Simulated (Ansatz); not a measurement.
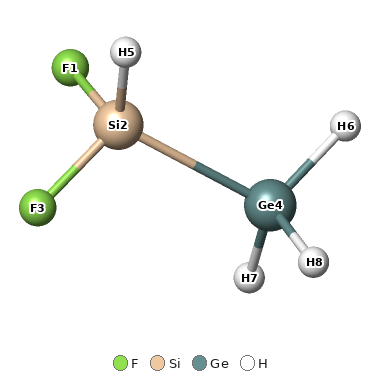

The system is F₂GeH₄Si (SMILES F[SiH](F)[GeH3]) with the probe Br-; the picture shows it without the atoms that are moved over the map. The probe is moved over the molecule's main plane. Coordinates scanned: (1) x of the probe's Br atom; (2) y of the probe's Br atom. Nothing is relaxed (molecule and probe rigid). The scan uses a 13 × 11 grid. At 33 points there is no value (left out of the scan, as a rule where atoms come close). Points are written as (first, second). All energies are given in kJ/mol relative to molecule and probe far apart, each relaxed in its own basis (no counterpoise correction). Energies and slopes of some neighbouring points disagree (a jump in structure or state, or too coarse a mesh). These are results of RHF/def2-SVPD (Ansatz), not measurements.

Range: x of the probe's Br atom from −5.52 to 5.52 Å; y of the probe's Br atom from −4.60 to 4.60 Å.

### Predict the map.

The lowest grid point is at (5.52 Å, 2.76 Å) [nearest 1 H at 3.17 Å], −19 kJ/mol from molecule and probe far apart, each relaxed in its own basis (no counterpoise correction). It lies at the edge of the scanned range, so the true minimum may lie outside. The highest grid point, (−0.92 Å, −2.76 Å) [nearest 1 F at 1.49 Å], lies 1322 kJ/mol above the lowest.

```
y of the probe's Br atom ↓, x of the probe's Br atom →  −5.52  −4.60  −3.68  −2.76  −1.84  −0.92  0.00  0.92  1.84  2.76  3.68  4.60  5.52
                                                  4.60      8      9     11     14     16     13     3    −7   −13   −15   −15   −14   −12
                                                  3.68      9     12     17     33     79    113    58     3    −5    −2   −11   −17   −16
                                                  2.76     10     14     28    140    727   1303   683   142   179   246   100    −2   −19
                                                  1.84     10     15     47    464      –      –     –   908     –     –     –    77   −18
                                                  0.92     10     13     50    562      –      –     –     –     –     –     –   170   −17
                                                  0.00     10     12     40    384      –      –     –     –     –     –     –   182   −18
                                                 −0.92     10     13     50    562      –      –     –     –     –     –     –   170   −17
                                                 −1.84     10     15     47    464      –      –     –   909     –     –     –    77   −18
                                                 −2.76     10     14     28    140    727   1303   683   143   180   247   100    −2   −19
                                                 −3.68      9     12     17     33     79    113    58     3    −5    −2   −11   −17   −16
                                                 −4.60      8      9     11     14     16     13     4    −7   −13   −15   −15   −14   −12
```

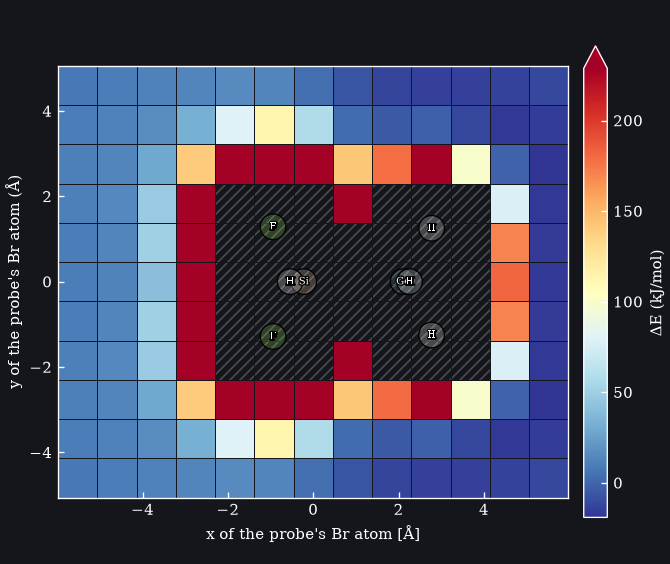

Drawn: one coloured cell a grid point, labelled circles for the molecule's atoms, projected on the plane, one colour for all values above the top of the scale, hatched blanks where no value was computed.

Each point was launched as `ansatz run input.yaml --threads 1 --pin off --max-ram 2560MiB --backend cpu --events-out ev --progress --plain --runs-dir out`. Time for the 110 points that were run: 45 min on 1 thread of Arm Neoverse N1 (shared host).
